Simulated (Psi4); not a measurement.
# One shape, several levels: singlet CH3OSi−

Wanted: a comparison of 4 runs (PBE/aug-cc-pVDZ, TPSS/aug-cc-pVDZ, r2SCAN/aug-cc-pVDZ, revPBE/aug-cc-pVDZ) of singlet CH3OSi−. 

Program for the calculation: Psi4 1.11.

1 further run of the same task is left out (set aside as unsound or not needed).

**1. The system as given**

The species is CH3OSi− (6 atoms), meant as a singlet with charge -1. As SMILES of the parent species, `O=C[SiH2]`. The coordinates come from a GFN2-xTB relaxation. This is one conformer, not always the lowest. That shape belongs to the parent species and isn't relaxed for this state.

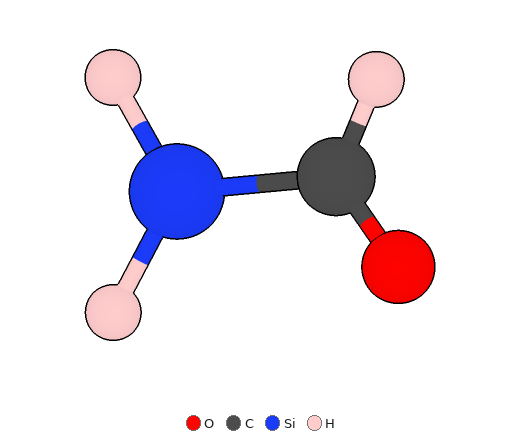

The structure, seen from a chosen angle (oxygen red, carbon dark grey, silicon blue, hydrogen pink).

**2. Energy and gradient at PBE/aug-cc-pVDZ (run 1)**

The input, ch3osi.xyz:

```xyz
6
CH3OSi
O     -0.405500    -1.673820     0.915670
C     -0.242670    -0.939410    -0.057320
Si     0.219510     0.844060     0.059210
H     -0.377500    -1.353030    -1.078150
H      0.382310     1.607150    -1.165410
H      0.423850     1.515060     1.325990
```

The input, job.py:

```python
import psi4

psi4.set_memory('1600 MB')
psi4.set_num_threads(1)
psi4.set_output_file('ch3osi.out', False)

with open('ch3osi.xyz') as f:
    atoms = ''.join(f.readlines()[2:])
mol = psi4.geometry('-1 1\n' + atoms + 'symmetry c1')

psi4.set_options({
    'basis': 'aug-cc-pVDZ',
    'puream': True,
    'e_convergence': 1e-09,
    'd_convergence': 1e-08,
    'scf_type': 'pk',
    'dft_radial_points': 99,
    'dft_spherical_points': 590,
})

E = psi4.gradient("PBE")
print('gradient / Eh bohr^-1')
print(E.np.round(6))
```

The run is started by

```
$ python job.py
```

ch3osi.out:

```text
[...]
  Running in c1 symmetry.
[...]
  Nuclear repulsion =   89.590700312487598
[...]
  Multiplicity = 1
[...]
  Nalpha       = 16
  Nbeta        = 16
[...]
    Number of basis functions: 100
[...]
   @RKS iter   1:  -403.56391980440503    2.43582e-01   1.13446e-02 DIIS/ADIIS
[...]
   @RKS iter  14:  -404.33521425407014   -1.47793e-12   2.49857e-09 DIIS
[...]
    Orbital Energies [Eh]
    ---------------------
    Doubly Occupied:
       1A    -65.210876     2A    -18.556012     3A     -9.767089
       4A     -4.845981     5A     -3.257926     6A     -3.256965
       7A     -3.255645     8A     -0.745425     9A     -0.361443
      10A     -0.269768    11A     -0.199937    12A     -0.162744
      13A     -0.142432    14A     -0.134697    15A     -0.002192
      16A      0.039005
[...]
  @RKS Final Energy:  -404.33521425407014
   => Energetics <=
    Nuclear Repulsion Energy =             89.5907003124875985
    One-Electron Energy =                -742.0758152681164574
    Two-Electron Energy =                 284.0288289180368793
    DFT Exchange-Correlation Energy =     -35.8789282164781369
    Empirical Dispersion Energy =           0.0000000000000000
    VV10 Nonlocal Energy =                  0.0000000000000000
    Total Energy =                       -404.3352142540701379
[...]
 Multipole Moments:
 ------------------------------------------------------------------------------------
     Multipole            Electronic (a.u.)      Nuclear  (a.u.)        Total (a.u.)
 ------------------------------------------------------------------------------------
 L = 1.  Multiply by 2.5417464519 to convert [e a0] to [Debye]
 Dipole X            :         -0.6003732            0.5406274           -0.0597458
 Dipole Y            :         -2.4821108            2.2775816           -0.2045292
 Dipole Z            :          1.3584417           -1.5614253           -0.2029835
 Magnitude           :                                                    0.2942857
[...]
  -Total Gradient:
     Atom            X                  Y                   Z
    ------   -----------------  -----------------  -----------------
       1        0.008214378686     0.035656129188    -0.034843268144
       2       -0.008506129450    -0.034461036550     0.009708479229
       3        0.004824235997     0.018188088772     0.009687724240
       4        0.001221757259     0.003143029889     0.016865645767
       5       -0.002756470146    -0.012680134304     0.017393274245
       6       -0.002996933788    -0.009843742537    -0.018803644266
[...]
```

The script printed:

```text
gradient / Eh bohr^-1
[[ 0.008214  0.035656 -0.034843]
 [-0.008506 -0.034461  0.009708]
 [ 0.004824  0.018188  0.009688]
 [ 0.001222  0.003143  0.016866]
 [-0.002756 -0.01268   0.017393]
 [-0.002997 -0.009844 -0.018804]]
```

It took 24 s on 1 thread of Intel Xeon 6975P-C (Granite Rapids), shared host; peak memory 0.8 GiB.

**3. Energy and gradient at TPSS/aug-cc-pVDZ (run 2)**

The input, job.dat:

```
memory 1600 mb

molecule {
  -1 1
  O     -0.405500    -1.673820     0.915670
  C     -0.242670    -0.939410    -0.057320
  Si     0.219510     0.844060     0.059210
  H     -0.377500    -1.353030    -1.078150
  H      0.382310     1.607150    -1.165410
  H      0.423850     1.515060     1.325990
  units angstrom
  symmetry c1
}

set basis aug-cc-pVDZ
set puream true
set e_convergence 1e-09
set d_convergence 1e-08
set scf_type pk
set dft_radial_points 99
set dft_spherical_points 590

E, wfn = gradient('tpss', return_wfn=True)
oeprop(wfn, 'LOWDIN_CHARGES', 'WIBERG_LOWDIN_INDICES', 'MAYER_INDICES')
```

The run is started by

```
$ psi4 job.dat job.out -n 1
```

job.out:

```text
[...]
  Running in c1 symmetry.
[...]
  Nuclear repulsion =   89.590700312487598
[...]
  Multiplicity = 1
[...]
  Nalpha       = 16
  Nbeta        = 16
[...]
    Number of basis functions: 100
[...]
   @RKS iter   1:  -403.92866916654020    1.64880e-01   1.10443e-02 DIIS/ADIIS
[...]
   @RKS iter  13:  -404.65556676379748   -2.33058e-11   8.35659e-09 DIIS
[...]
    Orbital Energies [Eh]
    ---------------------
    Doubly Occupied:
       1A    -65.478947     2A    -18.686238     3A     -9.869199
       4A     -4.903741     5A     -3.279375     6A     -3.278599
       7A     -3.277339     8A     -0.760977     9A     -0.373396
      10A     -0.277444    11A     -0.204006    12A     -0.166083
      13A     -0.143388    14A     -0.141872    15A     -0.003720
      16A      0.040266
[...]
  @RKS Final Energy:  -404.65556676379748
   => Energetics <=
    Nuclear Repulsion Energy =             89.5907003124875985
    One-Electron Energy =                -742.1445214816449152
    Two-Electron Energy =                 284.1267260940479673
    DFT Exchange-Correlation Energy =     -36.2284716886881029
    Empirical Dispersion Energy =           0.0000000000000000
    VV10 Nonlocal Energy =                  0.0000000000000000
    Total Energy =                       -404.6555667637974807
[...]
 Multipole Moments:
 ------------------------------------------------------------------------------------
     Multipole            Electronic (a.u.)      Nuclear  (a.u.)        Total (a.u.)
 ------------------------------------------------------------------------------------
 L = 1.  Multiply by 2.5417464519 to convert [e a0] to [Debye]
 Dipole X            :         -0.5977548            0.5406274           -0.0571274
 Dipole Y            :         -2.4694226            2.2775816           -0.1918409
 Dipole Z            :          1.3406016           -1.5614253           -0.2208237
 Magnitude           :                                                    0.2980430
[...]
  -Total Gradient:
     Atom            X                  Y                   Z
    ------   -----------------  -----------------  -----------------
       1        0.008396497015     0.036355022069    -0.034707409688
       2       -0.008776902247    -0.035879531893     0.012763633015
       3        0.004152584611     0.015600335779     0.009589998793
       4        0.001024863313     0.002742996050     0.013604634250
       5       -0.002355988201    -0.010775303801     0.013966000982
       6       -0.002441255706    -0.008045053921    -0.015209838007
[...]
```

It took 41 s on 1 thread of Intel Xeon 6975P-C (Granite Rapids), shared host; peak memory 0.84 GiB.

Run 3 isn't shown in full; the table further down has it.

**4. The energy at revPBE/aug-cc-pVDZ (run 4)**

The input, run.py:

```python
import psi4

psi4.set_memory(1600000000)
psi4.set_num_threads(1)
psi4.set_output_file('run.log', False)

molecule = psi4.geometry("""
-1 1
O     -0.405500    -1.673820     0.915670
C     -0.242670    -0.939410    -0.057320
Si     0.219510     0.844060     0.059210
H     -0.377500    -1.353030    -1.078150
H      0.382310     1.607150    -1.165410
H      0.423850     1.515060     1.325990
symmetry c1
""")

options = {'puream': True, 'e_convergence': 1e-09, 'd_convergence': 1e-08, 'scf_type': 'pk', 'dft_radial_points': 99, 'dft_spherical_points': 590}
psi4.set_options(options)

E, wfn = psi4.energy('revpbe/aug-cc-pVDZ', molecule=molecule, return_wfn=True)
psi4.oeprop(wfn, 'MULLIKEN_CHARGES', 'WIBERG_LOWDIN_INDICES', 'DIPOLE')
print(f'total energy {E:.8f} hartree = {E * 27.211386:.5f} eV')
```

The run is started by

```
$ python run.py
```

run.log:

```text
[...]
  Running in c1 symmetry.
[...]
  Nuclear repulsion =   89.590700312487598
[...]
  Multiplicity = 1
[...]
  Nalpha       = 16
  Nbeta        = 16
[...]
    Number of basis functions: 100
[...]
   @RKS iter   1:  -403.77382231620885    2.15336e-01   1.11654e-02 ADIIS/DIIS
[...]
   @RKS iter  13:  -404.52387278615993   -5.17275e-12   9.12220e-09 DIIS
[...]
    Orbital Energies [Eh]
    ---------------------
    Doubly Occupied:
       1A    -65.224058     2A    -18.567430     3A     -9.777863
       4A     -4.849206     5A     -3.255669     6A     -3.254724
       7A     -3.253430     8A     -0.745752     9A     -0.360994
      10A     -0.268044    11A     -0.198412    12A     -0.160892
      13A     -0.140052    14A     -0.133672    15A     -0.000600
      16A      0.040914
[...]
  @RKS Final Energy:  -404.52387278615993
   => Energetics <=
    Nuclear Repulsion Energy =             89.5907003124875985
    One-Electron Energy =                -742.0802318861277627
    Two-Electron Energy =                 284.0421664698374116
    DFT Exchange-Correlation Energy =     -36.0765076823571462
    Empirical Dispersion Energy =           0.0000000000000000
    VV10 Nonlocal Energy =                  0.0000000000000000
    Total Energy =                       -404.5238727861599273
[...]
 Multipole Moments:
 ------------------------------------------------------------------------------------
     Multipole            Electronic (a.u.)      Nuclear  (a.u.)        Total (a.u.)
 ------------------------------------------------------------------------------------
 L = 1.  Multiply by 2.5417464519 to convert [e a0] to [Debye]
 Dipole X            :         -0.6054965            0.5406274           -0.0648691
 Dipole Y            :         -2.5024386            2.2775816           -0.2248570
 Dipole Z            :          1.3637394           -1.5614253           -0.1976859
 Magnitude           :                                                    0.3063468
[...]
  Mulliken Charges: (a.u.)
   Center  Symbol    Alpha    Beta     Spin     Total
       1     O     4.28582  4.28582  0.00000 -0.57164
       2     C     2.79591  2.79591  0.00000  0.40818
       3    SI     7.52381  7.52381  0.00000 -1.04761
       4     H     0.67665  0.67665  0.00000 -0.35330
       5     H     0.35132  0.35132  0.00000  0.29736
       6     H     0.36650  0.36650  0.00000  0.26701
   Total alpha = 16.00000, Total beta = 16.00000, Total charge = -1.00000
  Wiberg Bond Indices using Orthogonal Lowdin Orbitals:
[...]
```

The script printed:

```text
total energy -404.52387279 hartree = -11007.65525 eV
```

Run time: 16 s. Hardware: 1 thread of Intel Xeon 6975P-C (Granite Rapids), shared host; peak memory 0.8 GiB.

**5. Overview of the runs**

```tsv
run	level	task	energy (Eh)	HOMO energy (eV)	LUMO energy (eV)	HOMO–LUMO gap (eV)	wall time
1	PBE/aug-cc-pVDZ	gradient	-404.335214	1.06	2.91	1.85	24 s
2	TPSS/aug-cc-pVDZ	gradient	-404.655567	1.10	2.99	1.90	41 s
3	r2SCAN/aug-cc-pVDZ	gradient	-404.522450	0.98	3.39	2.41	40 s
4	revPBE/aug-cc-pVDZ	energy	-404.523873	1.11	2.85	1.73	16 s
```

**6. What came out**

```
                                                    quantity          value
                                         run 4: total energy  -404.52387 Eh
                                          run 4: HOMO energy        1.11 eV
                                          run 4: LUMO energy        2.85 eV
run 4: HOMO–LUMO gap (to an unbound level, set by the basis)        1.73 eV
```

What this shows: The HOMO–LUMO gap runs from 1.73 eV (revPBE/aug-cc-pVDZ) to 2.41 eV (r2SCAN/aug-cc-pVDZ). The empty levels of an anion lie above zero and hang on the basis. Totals of different functionals can't be ranked against each other. In runs 1, 2, 3, 4 the HOMO lies above zero, so the outermost electron may be held by the basis alone. All runs together took 2 min, the longest 41 s.
